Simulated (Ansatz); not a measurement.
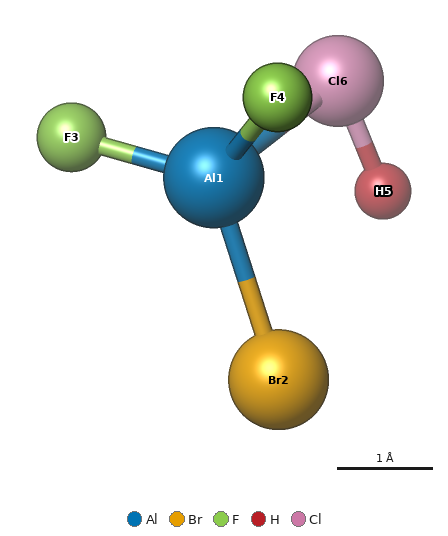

The starting structure (ball-and-stick view, seen at a tilt; atoms are numbered from 1 in the order of the input). Sticks mark near contacts. Bond lengths as drawn: Al–Br 2.26 Å, Al–Cl 2.49 Å, Al–F 1.64 Å and Cl–H 1.29 Å.

Run report: AlHBrClF₂, nudged elastic band

AlHBrClF₂, computed with RKS PBE0-D4/def2-SVP (Ansatz 0.2.0).

Figures and captions count atoms from 1; the log counts them from 0 in places.

### The program's output
```
Functional definition: PBE0
  name "PBE0"
  cite "Adamo & Barone, J. Chem. Phys. 110, 6158 (1999) doi:10.1063/1.478522"
  cite "Perdew, Burke & Ernzerhof, Phys. Rev. Lett. 77, 3865 (1996) doi:10.1103/PhysRevLett.77.3865"
  parent pbe
  parameter a = 0.25
  parameter kappa = 0.804
  parameter beta = 0.06672455060314922
  exchange = (1 - a)*pbe_x(kappa = kappa, mu = beta*pi^2/3) + a*exact_x
  correlation = pbe_c(beta = beta)
998 factors; integrals over basis functions are off by at most 3.3e-4 eV
mean field evaluation 1: about -94579.2487 eV, gradient 4.8e1 eV
mean field evaluation 2: about -94574.1242 eV, gradient 7.6e1 eV
mean field evaluation 4: about -94582.9127 eV, gradient 1.3e0 eV
mean field evaluation 8: about -94582.9316 eV, gradient 1.7e-2 eV
mean field -94582.93156072 eV, -3475.8586242428 hartree, gradient 6.5e-5 eV, S^2 0.000000; 0 other end points of the search recorded, 0 dependent functions left out
the calculation of the forces begins
reference -94582.93158944 eV, -3475.8586252981 hartree; 42, 42 occupied and 59, 59 virtual orbitals, 998 factors
1001 factors; integrals over basis functions are off by at most 8.0e-4 eV
mean field evaluation 16: about -94574.1958 eV, gradient 7.6e1 eV
mean field -94582.89909823 eV, -3475.8574312682 hartree, gradient 3.3e-5 eV, S^2 0.000000; 0 other end points of the search recorded, 0 dependent functions left out
[... from here on the field's lines of each further geometry are left out, up to the last ...]
WARN: NEB end point (image 0): max|allowed force component| = 4.703e-1 eV/Å (the criterion of neb.relax_end_points is 1.000e-2). That is over neb.f_tol: it is no minimum, so the barrier can be far off. Relax it first
WARN: NEB end point (image 6): max|allowed force component| = 4.881e-1 eV/Å (the criterion of neb.relax_end_points is 1.000e-2). That is over neb.f_tol: it is no minimum, so the barrier can be far off. Relax it first
NEB iter   1: max|band force component| = 2.002e0 eV/Å  barrier→ = 1.8150 eV  barrier← = 1.7823 eV  Δτ_max = 0.2000 Å  (181 SCF iters)
NEB iter   2: max|band force component| = 1.479e0 eV/Å  barrier→ = 0.8845 eV  barrier← = 0.8518 eV  Δτ_max = 0.1966 Å  (148 SCF iters)
NEB iter   3: max|band force component| = 4.007e0 eV/Å  barrier→ = 0.3173 eV  barrier← = 0.2846 eV  Δτ_max = 0.1019 Å  (146 SCF iters)
NEB iter   4: max|band force component| = 7.199e-1 eV/Å  barrier→ = 0.1952 eV  barrier← = 0.1625 eV  Δτ_max = 0.0777 Å  (142 SCF iters)
NEB iter   5: max|band force component| = 3.544e-1 eV/Å  barrier→ = 0.1943 eV  barrier← = 0.1616 eV  CI = image 3  Δτ_max = 0.0429 Å  (140 SCF iters)
NEB iter   6: max|band force component| = 7.618e-2 eV/Å  barrier→ = 0.1948 eV  barrier← = 0.1621 eV  CI = image 3  Δτ_max = 0.0121 Å  (136 SCF iters)
the calculation of the forces begins
reference -94582.90555928 eV, -3475.8576687074 hartree; 42, 42 occupied and 59, 59 virtual orbitals, 1000 factors
these checks for a lower state are left out or cut short: stability, starts, cluster_reference, orbital_swaps, neighbouring_geometries, increment
1001 factors; integrals over basis functions are off by at most 7.9e-4 eV
mean field -94582.90534503 eV, -3475.8576608340 hartree, gradient 1.4e-6 eV, S^2 0.000000; 0 other end points of the search recorded, 0 dependent functions left out
the calculation of the forces begins
reference -94582.90537418 eV, -3475.8576619052 hartree; 42, 42 occupied and 59, 59 virtual orbitals, 1001 factors
NEB iter   7: max|band force component| = 3.573e-2 eV/Å  barrier→ = 0.1944 eV  barrier← = 0.1617 eV  CI = image 3  Δτ_max = 0.0000 Å  (832 SCF iters)
```

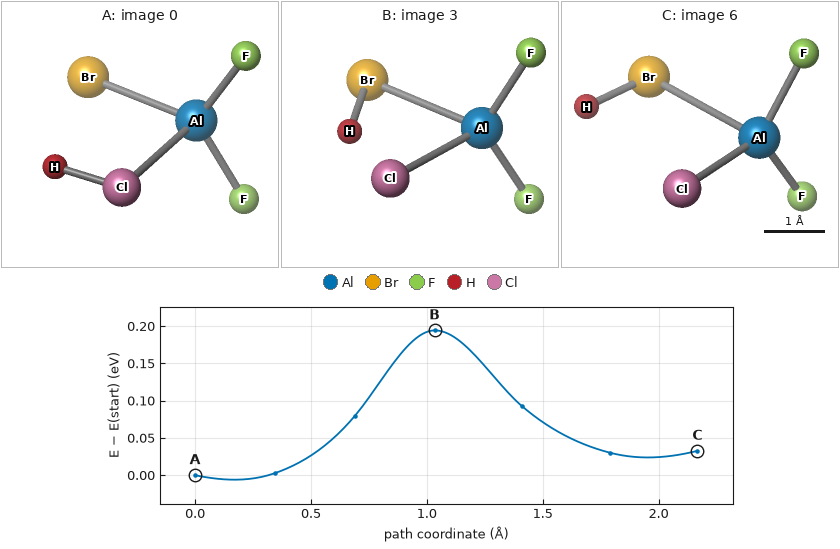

Images of the last band (counted from 0; ball-and-stick, seen at a tilt) above the energy along the path; the line is a cubic interpolation that uses the forces. The highest image is number 3, 0.194 eV above the start and 0.162 eV above the end (the climbing image); the end lies 0.033 eV above the start. The path is 2.17 Å long. The band converged in 7 iterations. The end points carry forces over 0.1 eV/Å, so they aren't fully relaxed minima and the barriers are approximate.

```
Total energy: -94582.87809910 eV, -3475.8566595646 hartree
Atom 0 at    -0.519378    -0.185757    -0.391595 Å, force     0.004782    -0.004392    -0.000071 eV/Å
Atom 1 at     1.675358    -0.971532     0.313742 Å, force    -0.010723     0.019145     0.005806 eV/Å
Atom 2 at    -0.506065     0.216151    -1.994553 Å, force    -0.000936    -0.004201     0.006947 eV/Å
Atom 3 at    -1.710654    -1.137848     0.245251 Å, force     0.005566     0.003104    -0.005132 eV/Å
Atom 4 at     1.141725     0.496166     0.913997 Å, force    -0.011456    -0.012072    -0.013459 eV/Å
Atom 5 at    -0.081084     1.582821     0.913259 Å, force     0.012767    -0.001583     0.005909 eV/Å
Dipole moment:     0.421909     0.096784     0.285414 e Å
```

### The last band as extended XYZ (Å, eV, eV/Å)
```
6
Properties=species:S:1:pos:R:3:forces:R:3 image=0 energy=-94583.07242
Al   -0.3842   -0.4696   -0.4905    0.4326  -0.1106   0.1658
Br    1.5940   -1.4512   -0.0200   -0.0122   0.0460   0.0213
F    -0.5521    0.2839   -1.9377   -0.0410   0.2369  -0.4703
F    -1.7303   -1.0404    0.2529   -0.4254  -0.1953   0.2446
H     1.1158    1.1192    1.2767    0.2166  -0.0862   0.0644
Cl   -0.0433    1.5582    0.9187   -0.1706   0.1092  -0.0257
6
Properties=species:S:1:pos:R:3:forces:R:3 image=1 energy=-94583.06961
Al   -0.4139   -0.4092   -0.4699    0.0293  -0.0292  -0.0019
Br    1.6123   -1.2929    0.0855   -0.0359  -0.0437  -0.0457
F    -0.5655    0.2913   -1.9605    0.0148   0.0119  -0.0179
F    -1.7567   -1.0477    0.2545   -0.0067  -0.0122   0.0220
H     1.1145    0.8885    1.1365    0.0342   0.0571   0.0529
Cl    0.0092    1.5700    0.9541   -0.0356   0.0161  -0.0094
6
Properties=species:S:1:pos:R:3:forces:R:3 image=2 energy=-94582.99283
Al   -0.4491   -0.3161   -0.4326    0.1127  -0.1528  -0.0317
Br    1.6402   -1.1232    0.2031   -0.0403  -0.1224  -0.0957
F    -0.5371    0.2687   -1.9768   -0.0252   0.0197   0.0288
F    -1.7399   -1.0833    0.2598   -0.0054   0.0420  -0.0080
H     1.0735    0.6866    0.9924   -0.1345   0.2589   0.0842
Cl    0.0123    1.5673    0.9541    0.0927  -0.0453   0.0225
6
Properties=species:S:1:pos:R:3:forces:R:3 image=3 energy=-94582.87807
Al   -0.5194   -0.1858   -0.3916    0.0048  -0.0044  -0.0001
Br    1.6754   -0.9715    0.3137   -0.0107   0.0191   0.0058
F    -0.5061    0.2162   -1.9946   -0.0009  -0.0042   0.0069
F    -1.7107   -1.1378    0.2453    0.0056   0.0031  -0.0051
H     1.1417    0.4962    0.9140   -0.0115  -0.0121  -0.0135
Cl   -0.0811    1.5828    0.9133    0.0128  -0.0016   0.0059
6
Properties=species:S:1:pos:R:3:forces:R:3 image=4 energy=-94582.98003
Al   -0.6178   -0.0721   -0.3758   -0.0684   0.1171   0.0344
Br    1.6977   -0.9348    0.3480    0.0216  -0.0195  -0.0002
F    -0.4743    0.1657   -2.0055    0.0003  -0.0383  -0.0108
F    -1.6773   -1.1865    0.2314    0.0085  -0.0291  -0.0257
H     1.3554    0.3684    0.9517    0.1630  -0.0869   0.0352
Cl   -0.2839    1.6592    0.8504   -0.1249   0.0568  -0.0329
6
Properties=species:S:1:pos:R:3:forces:R:3 image=5 energy=-94583.04214
Al   -0.6903   -0.0115   -0.3782   -0.0381  -0.0049  -0.0235
Br    1.6751   -0.9331    0.3368   -0.0049  -0.0015  -0.0035
F    -0.4812    0.1228   -2.0145    0.0134   0.0118  -0.0005
F    -1.6708   -1.2143    0.1974    0.0037   0.0009   0.0174
H     1.6293    0.3071    1.0619    0.0627  -0.0186   0.0225
Cl   -0.4621    1.7290    0.7967   -0.0368   0.0123  -0.0124
6
Properties=species:S:1:pos:R:3:forces:R:3 image=6 energy=-94583.03972
Al   -0.7416    0.0296   -0.3809    0.1295   0.2686   0.2320
Br    1.6361   -0.9284    0.3187    0.0125  -0.0328  -0.0131
F    -0.4679    0.1040   -1.9976    0.0905   0.0362  -0.4881
F    -1.6437   -1.2177    0.1887   -0.2726  -0.3721   0.1871
H     1.8871    0.2101    1.1419   -0.0105   0.0579   0.0293
Cl   -0.6700    1.8024    0.7293    0.0507   0.0422   0.0528
```

The run was set up as follows.

### Input
```yaml
crystal:
  periodic: [false, false, false]
  atoms:
    - {symbol: Al, position_ang: [-0.384213, -0.469646, -0.490520]}
    - {symbol: Br, position_ang: [1.593953, -1.451249, -0.020040]}
    - {symbol: F, position_ang: [-0.552123, 0.283876, -1.937705]}
    - {symbol: F, position_ang: [-1.730264, -1.040399, 0.252933]}
    - {symbol: H, position_ang: [1.115848, 1.119236, 1.276745]}
    - {symbol: Cl, position_ang: [-0.043300, 1.558184, 0.918688]}
basis:
  gaussian: {orbitals: def2-SVP}
hamiltonian: {xc: pbe0, dispersion: d4}
neb:
  images: 5
  climbing: true
  max_iterations: 40
  initial_path: idpp
  final_atoms:
    - {symbol: Al, position_ang: [-0.750519, 0.079528, -0.355537]}
    - {symbol: Br, position_ang: [1.593473, -1.021670, 0.239382]}
    - {symbol: F, position_ang: [-0.523711, 0.186632, -1.977604]}
    - {symbol: F, position_ang: [-1.699506, -1.135014, 0.208668]}
    - {symbol: H, position_ang: [1.930266, 0.077614, 1.085075]}
    - {symbol: Cl, position_ang: [-0.550103, 1.812911, 0.800116]}
```

Launch command:
```bash
ansatz run in.yaml --threads 4 --pin off --events-out ev --progress --plain --max-ram 9574MiB
```

### Results in brief

```tsv
quantity	value
outcome	converged
barrier, forward	0.194 eV
barrier, backward	0.162 eV
dipole moment (one image of the band)	2.49 D
hardware	4 threads of Arm Neoverse V1, 23 GiB of memory available, shared host
wall time	93 s (CPU time 5.7 min)
peak memory	0.46 GiB
```
